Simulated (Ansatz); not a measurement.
# H₁₁HfNO₃Si₃: trial inputs and their diagnosis

Aim: try 5 inputs for H₁₁HfNO₃Si₃ as typed, read how each ends, and find what has to change.

Method: the settings change from run to run; program: Ansatz 0.2.0, Gaussian basis.

### 1 The geometry

An earlier PBE0-D4 in a triple-zeta def2 set relaxation fixed the geometry. Hf takes a core potential in def2 sets; no spin-orbit term is included.

19 atoms, charge 0, spin multiplicity 1.

Atoms are counted from 1 here; the program's logs count them from 0.

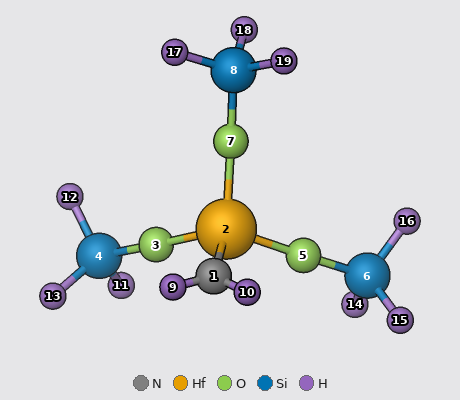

The geometry (nitrogen grey, hafnium amber, oxygen green, silicon blue, hydrogen purple); atoms are numbered from 1 in the order of the file.

### 2 Try 1

The input, in.yaml:

```yaml
crystal:
  periodic: [false, false, false]
  atoms:
    - {symbol: N, position_ang: [1.261846, 2.150054, -0.511088]}
    - {symbol: Hf, position_ang: [0.251564, 0.426543, -0.134671]}
    - {symbol: O, position_ang: [1.298121, -1.045368, -0.858518]}
    - {symbol: Si, position_ang: [2.110823, -2.332015, -1.448987]}
    - {symbol: O, position_ang: [-1.514576, 0.585397, -0.935598]}
    - {symbol: Si, position_ang: [-3.009450, 0.645355, -1.588464]}
    - {symbol: O, position_ang: [0.041895, 0.157105, 1.787322]}
    - {symbol: Si, position_ang: [-0.036971, 0.092400, 3.413464]}
    - {symbol: H, position_ang: [2.264365, 2.239644, -0.597318]}
    - {symbol: H, position_ang: [0.847084, 3.063612, -0.628994]}
    - {symbol: H, position_ang: [1.295244, -3.020629, -2.484154]}
    - {symbol: H, position_ang: [2.412177, -3.291230, -0.353451]}
    - {symbol: H, position_ang: [3.389253, -1.882820, -2.061768]}
    - {symbol: H, position_ang: [-3.152502, -0.401111, -2.635022]}
    - {symbol: H, position_ang: [-3.237078, 1.979269, -2.205383]}
    - {symbol: H, position_ang: [-4.035058, 0.419705, -0.535699]}
    - {symbol: H, position_ang: [1.331867, 0.031635, 3.993578]}
    - {symbol: H, position_ang: [-0.791150, -1.116346, 3.840450]}
    - {symbol: H, position_ang: [-0.727445, 1.298810, 3.944292]}
basis:
  gaussian: {orbitals: x2c-TZVPPall}
total_charge: 1
magnetization: {spin_polarized: false, initial_magnetization: 1}
hamiltonian: {xc: {name: HF}}
correlation: {method: ccsd, diis_vectors: 1}
accuracy: high
scf: {lower_state_search: light}
```

Launch:

```console
$ ansatz run in.yaml --threads 4 --pin off --events-out ev --progress --plain --max-ram 46080MiB --backend cuda --devices 0, --max-vram 37GiB
```

The log of the run:

```text
Functional definition: HF
  name "HF"
  cite "Fock, Z. Phys. 61, 126 (1930) doi:10.1007/BF01340294"
  parent pbe
  exchange = exact_x
  correlation = 0
8727 factors; integrals over basis functions are off by at most 1.6e-7 eV
mean field evaluation 1: about -441611.0082 eV, gradient 9.4e1 eV
mean field evaluation 2: about -441611.0593 eV, gradient 9.4e1 eV
mean field evaluation 4: about -441625.8920 eV, gradient 2.7e1 eV
mean field evaluation 8: about -441630.4645 eV, gradient 8.5e0 eV
mean field evaluation 16: about -441630.8196 eV, gradient 4.3e-4 eV
mean field evaluation 32: about -441630.7642 eV, gradient 3.1e-1 eV
mean field evaluation 64: about -441630.8196 eV, gradient 2.0e-2 eV
mean field evaluation 96: about -441616.7351 eV, gradient 7.3e1 eV
mean field -441630.81955881 eV, -16229.6332706652 hartree, gradient 3.7e-8 eV, S^2 0.750000; 1 other end points of the search recorded, 0 dependent functions left out
mean field evaluation 128: about -441630.9527 eV, gradient 1.6e-1 eV
42 core orbitals not correlated: weight in the atoms' cores, before any rotation towards them, 1.000 or more for the frozen orbitals, at most 0.000 for the correlated occupied ones
reference -441630.81955881 eV, -16229.6332706652 hartree; 36, 35 occupied and 423, 424 virtual orbitals, 8727 factors
second order -47.03031707 eV of doubles, -0.08547273 eV of singles
Error: with its amplitudes the run needs 72.04 GiB of memory by its plan, which may be too low or too high, and 37.00 GiB are given on the device (the need leaves out what can spill)
refused for memory
```

Run time: 21 s. Hardware: 1 × H100 (card shared with other runs) with 4 threads of AMD EPYC 7R13, shared host; peak host memory 2.1 GiB.

**Diagnosis.** The program declined to go on. Its message: «with its amplitudes the run needs 72.04 GiB of memory by its plan, which may be too low or too high, and 37.00 GiB are given on the device (the need leaves out what can spill)» The run needs more memory than it was given. It asks for 72.04 GiB, and 37.00 GiB are there. Fix: raise the memory limit. The input also asks for charge 1 and multiplicity 2, not those of the species named; set them back first.

### 3 Try 2

The input, in.yaml:

```yaml
crystal:
  periodic: [false, false, false]
  atoms:
    - {symbol: N, position_ang: [1.289884, 2.117577, -0.521409]}
    - {symbol: Hf, position_ang: [0.207588, 0.391400, -0.136079]}
    - {symbol: O, position_ang: [1.307393, -1.101951, -0.846899]}
    - {symbol: Si, position_ang: [2.152772, -2.312124, -1.425613]}
    - {symbol: O, position_ang: [-1.542672, 0.594398, -0.896063]}
    - {symbol: Si, position_ang: [-3.041027, 0.681922, -1.579509]}
    - {symbol: O, position_ang: [0.071517, 0.192147, 1.799177]}
    - {symbol: Si, position_ang: [-0.033833, 0.090108, 3.377549]}
    - {symbol: H, position_ang: [2.252029, 2.273979, -0.573239]}
    - {symbol: H, position_ang: [0.851996, 3.060681, -0.627466]}
    - {symbol: H, position_ang: [1.321383, -2.985421, -2.508984]}
    - {symbol: H, position_ang: [2.392293, -3.321239, -0.310459]}
    - {symbol: H, position_ang: [3.337426, -1.909336, -2.071467]}
    - {symbol: H, position_ang: [-3.149254, -0.433698, -2.669147]}
    - {symbol: H, position_ang: [-3.236507, 1.979172, -2.170470]}
    - {symbol: H, position_ang: [-4.000587, 0.436239, -0.546760]}
    - {symbol: H, position_ang: [1.329260, 0.037649, 3.954127]}
    - {symbol: H, position_ang: [-0.805214, -1.083081, 3.801349]}
    - {symbol: H, position_ang: [-0.755731, 1.223188, 3.962882]}
basis:
  gaussian: {orbitals: def2-TZVP, fitting: {mean_field: cc-pVTZ-jkfit}}
hamiltonian: {xc: {name: wB97X-V}}
output: {forces: true}
```

The command is unchanged.

The log of the run:

```text
Functional definition: wB97X-V
  name "wB97X-V"
  cite "Mardirossian & Head-Gordon, Phys. Chem. Chem. Phys. 16, 9904 (2014) doi:10.1039/C3CP54374A"
  cite "Becke, J. Chem. Phys. 107, 8554 (1997) doi:10.1063/1.475007"
  cite "Vydrov & Van Voorhis, J. Chem. Phys. 133, 244103 (2010) doi:10.1063/1.3521275"
  parameter omega = 0.3/bohr
  parameter cx = 0.167
  parameter cx1 = 0.603
  parameter cx2 = 1.194
  parameter css0 = 0.556
  parameter css1 = -0.257
  parameter cos0 = 1.219
  parameter cos1 = -1.850
  parameter b = 6.0
  parameter c = 0.01
  exchange = spin_sum(e_x_unif_sr(omega)*poly(b97_u_x, 1 - cx, cx1, cx2)) + cx*exact_x_sr(omega) + exact_x_lr(omega)
  correlation = spin_sum(e_c_pw_same_spin*poly(b97_u_same, css0, css1))
      + integral(e_c_pw_opposite_spin*poly(b97_u_opposite, cos0, cos1)) + vv10(b, c)
Error: <dir> the basis set cc-pVTZ-JKFIT has no functions for Hf
```

Run time: 0.81 s. Hardware: 1 × H100 (card shared with other runs) with 4 threads of AMD EPYC 7R13, shared host; peak host memory 0.71 GiB.

**Diagnosis.** Refused before any calculation. The fitting set named has no entry for an element of this molecule. Cure: leave the fitting key out, or name a set that covers all elements and suits the basis. Its coordinates are also moved off the relaxed structure.

### 4 Try 3

The input, in.yaml:

```yaml
crystal:
  periodic: [false, false, false]
  atoms:
    - {symbol: N, position_ang: [1.261846, 2.150054, -0.511088]}
    - {symbol: Hf, position_ang: [0.251564, 0.426543, -0.134671]}
    - {symbol: O, position_ang: [1.298121, -1.045368, -0.858518]}
    - {symbol: Si, position_ang: [2.110823, -2.332015, -1.448987]}
    - {symbol: O, position_ang: [-1.514576, 0.585397, -0.935598]}
    - {symbol: Si, position_ang: [-3.009450, 0.645355, -1.588464]}
    - {symbol: O, position_ang: [0.041895, 0.157105, 1.787322]}
    - {symbol: Si, position_ang: [-0.036971, 0.092400, 3.413464]}
    - {symbol: H, position_ang: [2.264365, 2.239644, -0.597318]}
    - {symbol: H, position_ang: [0.847084, 3.063612, -0.628994]}
    - {symbol: H, position_ang: [1.295244, -3.020629, -2.484154]}
    - {symbol: H, position_ang: [2.412177, -3.291230, -0.353451]}
    - {symbol: H, position_ang: [3.389253, -1.882820, -2.061768]}
    - {symbol: H, position_ang: [-3.152502, -0.401111, -2.635022]}
    - {symbol: H, position_ang: [-3.237078, 1.979269, -2.205383]}
    - {symbol: H, position_ang: [-4.035058, 0.419705, -0.535699]}
    - {symbol: H, position_ang: [1.331867, 0.031635, 3.993578]}
    - {symbol: H, position_ang: [-0.791150, -1.116346, 3.840450]}
    - {symbol: H, position_ang: [-0.727445, 1.298810, 3.944292]}
basis:
  gaussian: {orbitals: def2-TZVPD}
hamiltonian: {xc: {name: HF}}
correlation: {method: mp2, frozen_orbitals: {N: 9}}
```

Launched as before.

The log of the run:

```text
Functional definition: HF
  name "HF"
  cite "Fock, Z. Phys. 61, 126 (1930) doi:10.1007/BF01340294"
  parent pbe
  exchange = exact_x
  correlation = 0
Error: "frozen_orbitals" has no count for Hf
```

It took 0.75 s on 1 × H100 (card shared with other runs) with 4 threads of AMD EPYC 7R13, shared host; peak host memory 0.71 GiB.

**Diagnosis.** Refused before any calculation. Frozen orbitals are typed for one element alone, and the program wants a count for each. To mend it, leave frozen_orbitals out, or give every element a count that its core really has.

### 5 Try 4

The input, in.yaml:

```yaml
crystal:
  periodic: [true, true, true]
  atoms:
    - {symbol: N, position_ang: [1.413268, 2.408060, -0.572418]}
    - {symbol: Hf, position_ang: [0.281752, 0.477728, -0.150832]}
    - {symbol: O, position_ang: [1.453895, -1.170812, -0.961540]}
    - {symbol: Si, position_ang: [2.364121, -2.611857, -1.622865]}
    - {symbol: O, position_ang: [-1.696325, 0.655645, -1.047870]}
    - {symbol: Si, position_ang: [-3.370584, 0.722797, -1.779080]}
    - {symbol: O, position_ang: [0.046922, 0.175958, 2.001801]}
    - {symbol: Si, position_ang: [-0.041407, 0.103489, 3.823080]}
    - {symbol: H, position_ang: [2.536089, 2.508401, -0.668996]}
    - {symbol: H, position_ang: [0.948734, 3.431246, -0.704474]}
    - {symbol: H, position_ang: [1.450673, -3.383104, -2.782253]}
    - {symbol: H, position_ang: [2.701638, -3.686177, -0.395865]}
    - {symbol: H, position_ang: [3.795963, -2.108758, -2.309180]}
    - {symbol: H, position_ang: [-3.530802, -0.449244, -2.951225]}
    - {symbol: H, position_ang: [-3.625527, 2.216781, -2.470029]}
    - {symbol: H, position_ang: [-4.519265, 0.470069, -0.599983]}
    - {symbol: H, position_ang: [1.491691, 0.035431, 4.472808]}
    - {symbol: H, position_ang: [-0.886088, -1.250308, 4.301304]}
    - {symbol: H, position_ang: [-0.814738, 1.454667, 4.417607]}
basis:
  gaussian: {orbitals: def2-mTZVP}
hamiltonian: {xc: {name: r2SCANh}}
output: {forces: true}
```

Launch:

```console
$ ansatz run in.yaml --threads 4 --pin off --events-out ev --progress --plain --max-ram 46080MiB --backend cpu
```

The log of the run:

```text
Error: YAML parse error: error: line 2 column 3: crystal: missing field `lattice` (a structure is typed as `lattice` and `atoms`, a molecule's as `atoms` in Å alone, or read from a run's directory, `checkpoint`)
 --> <input>:2:3
  |
1 | crystal:
2 |   periodic: [true, true, true]
  |   ^ crystal: missing field `lattice` (a structure is typed as `lattice` and `atoms`, a molecule's as `atoms` in Å alone, or read from a run's directory, `checkpoint`)
3 |   atoms:
4 |     - {symbol: N, position_ang: [1.413268, 2.408060, -0.572418]}
  |
```

Run time: 0.05 s. Hardware: 4 threads of AMD EPYC 7R13, shared host.

Diagnosis: Refused before any calculation. The molecule is marked periodic without a cell. Its coordinates are also moved off the relaxed structure (shortest distance 1.13 Å, against 1.01 Å), and have to be restored too. To mend it, set periodic to false, or give a lattice.

### 6 Try 5

The input, in.yaml:

```yaml
crystal:
  periodic: [false, false, false]
  atoms:
    - {symbol: N, position_ang: [1.290209, 1.970049, -0.720431]}
    - {symbol: Hf, position_ang: [0.417525, 0.294236, -0.129435]}
    - {symbol: O, position_ang: [1.278967, -1.217214, -0.767061]}
    - {symbol: Si, position_ang: [2.164464, -2.257201, -1.442446]}
    - {symbol: O, position_ang: [-1.553534, 0.653171, -1.001012]}
    - {symbol: Si, position_ang: [-2.971216, 0.796852, -1.534032]}
    - {symbol: O, position_ang: [0.011863, 0.311919, 1.709037]}
    - {symbol: Si, position_ang: [-0.020473, 0.202600, 3.386219]}
    - {symbol: H, position_ang: [2.277499, 2.372642, -0.814562]}
    - {symbol: H, position_ang: [0.843995, 3.236610, -0.497812]}
    - {symbol: H, position_ang: [1.385565, -3.073424, -2.479222]}
    - {symbol: H, position_ang: [2.420677, -3.299781, -0.454852]}
    - {symbol: H, position_ang: [3.305236, -1.818165, -1.950086]}
    - {symbol: H, position_ang: [-3.291001, -0.275903, -2.542444]}
    - {symbol: H, position_ang: [-3.541317, 1.957599, -2.192598]}
    - {symbol: H, position_ang: [-4.066800, 0.368247, -0.514979]}
    - {symbol: H, position_ang: [1.543751, 0.030494, 4.002897]}
    - {symbol: H, position_ang: [-0.925418, -1.242455, 3.863158]}
    - {symbol: H, position_ang: [-0.742898, 1.238441, 3.892672]}
basis:
  gaussian: {orbitals: def2-SVP}
total_charge: 1
magnetization: {spin_polarized: true, initial_magnetization: 1}
hamiltonian: {xc: {name: B2GP-PLYP}}
relax: {f_tol: 0.001, max_steps: 2}
output: {forces: true}
```

Launch:

```console
$ ansatz run in.yaml --threads 4 --pin off --events-out ev --progress --plain --max-ram 46080MiB --backend cuda --devices 0, --max-vram 37GiB
```

The log of the run:

```text
Functional definition: B2GP-PLYP
  name "B2GP-PLYP"
  cite "Karton, Tarnopolsky, Lamère, Schatz & Martin, J. Phys. Chem. A 112, 12868 (2008) doi:10.1021/jp801805p"
  cite "Becke, Phys. Rev. A 38, 3098 (1988) doi:10.1103/PhysRevA.38.3098"
  cite "Lee, Yang & Parr, Phys. Rev. B 37, 785 (1988) doi:10.1103/PhysRevB.37.785"
  parameter a = 0.65
  parameter c = 0.36
  exchange = (1 - a)*b88_x + a*exact_x
  correlation = (1 - c)*lyp_c + c*(mp2_os + mp2_ss)
2039 factors; integrals over basis functions are off by at most 4.0e-4 eV
mean field evaluation 1: about -32667.8392 eV, gradient 7.3e1 eV
mean field evaluation 2: about -32667.8412 eV, gradient 7.3e1 eV
mean field evaluation 4: about -32687.8787 eV, gradient 1.4e1 eV
mean field evaluation 8: about -32689.7115 eV, gradient 2.8e0 eV
mean field evaluation 16: about -32690.0863 eV, gradient 2.9e-1 eV
mean field evaluation 32: about -32689.6899 eV, gradient 4.7e0 eV
mean field evaluation 64: about -32690.1165 eV, gradient 1.0e0 eV
mean field -32690.13166223 eV, -1201.3401804198 hartree, gradient 2.4e-6 eV, S^2 0.764720; 8 other end points of the search recorded, 0 dependent functions left out
19 core orbitals not correlated: weight in the atoms' cores, before any rotation towards them, 1.000 or more for the frozen orbitals, at most 0.000 for the correlated occupied ones
reference -32690.13188137 eV, -1201.3401884732 hartree; 29, 28 occupied and 149, 150 virtual orbitals, 2039 factors
second order -38.80954071 eV of doubles, -0.00000000 eV of singles
the calculation of the forces begins
relax step   1: F+E_penalty+E_count = -32704.10309688 eV  Δ(F+E_penalty+E_count) = +0.000e0 eV  max|allowed force component| = 1.049e1 eV/Å  Δτ_max = 0.0000 Å  (293 SCF iters, accepted)
these checks for a lower state are left out or cut short: starts, cluster_reference, orbital_swaps, neighbouring_geometries, increment
2039 factors; integrals over basis functions are off by at most 6.1e-4 eV
mean field -32695.30305221 eV, -1201.5302254963 hartree, gradient 3.6e-6 eV, S^2 0.756831; 0 other end points of the search recorded, 0 dependent functions left out
19 core orbitals not correlated: weight in the atoms' cores, before any rotation towards them, 1.000 or more for the frozen orbitals, at most 0.000 for the correlated occupied ones
reference -32695.30326772 eV, -1201.5302334161 hartree; 29, 28 occupied and 149, 150 virtual orbitals, 2039 factors
second order -38.30408959 eV of doubles, -0.00000000 eV of singles
the calculation of the forces begins
relax step   2: F+E_penalty+E_count = -32709.09252446 eV  Δ(F+E_penalty+E_count) = -4.989e0 eV  max|allowed force component| = 5.215e0 eV/Å  Δτ_max = 0.1948 Å  (44 SCF iters, accepted)
Error: geometry relaxation did not converge after 2 steps: max|allowed force component| = 5.21e0 eV/Å (threshold 1.0e-3). Raise `relax.max_steps` over both its present limit and 2, loosen `relax.f_tol`, or start from a geometry closer to equilibrium. Where this run's directory can be resumed (`checkpoint.write`), a resume goes on for up to `relax.max_steps` more
```

Wall time 30 s (1 × H100 (card shared with other runs) with 4 threads of AMD EPYC 7R13, shared host); peak host memory 1.6 GiB.

What is wrong: The run did not converge. The relaxation is allowed too few steps for its threshold. The start was also shaken off the relaxed geometry, so there is far to go. It also asks for charge 1 and multiplicity 2, another species or state than the molecule above. To mend it, raise relax.max_steps, and set charge and spin to those of the species named.

### 7 Summary

```csv
try,level,ended,cause,time
1,CCSD/x2c-TZVPPall,refused,the run needs more memory than it was given,21 s
2,wB97X-V/def2-TZVP,refused,the fitting set named has no entry for an element of this molecule,0.81 s
3,MP2/def2-TZVPD,refused,"frozen orbitals are typed for one element alone, and the program wants a count for each",0.75 s
4,r2SCANh/def2-mTZVP,refused,the molecule is marked periodic without a cell,0.05 s
5,B2GP-PLYP/def2-SVP,not converged,the relaxation is allowed too few steps for its threshold,30 s
```

4 refused, 1 not converged.
